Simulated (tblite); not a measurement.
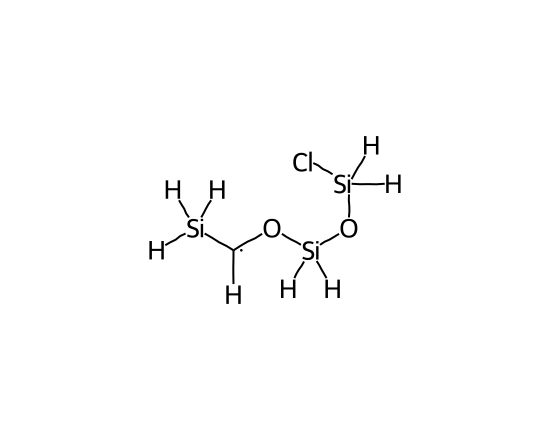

Simulated data, not a measurement (program: tblite).

A structural formula. State: neutral, doublet.

Give its SMILES.

Answer. [SiH3][CH]O[SiH2]O[SiH2]Cl

What is the molecular formula?

Answer. CH8ClO2Si3.

An optimisation with GFN2-xTB gave a structure of which point group?

Answer. C1. Other conformers may differ.
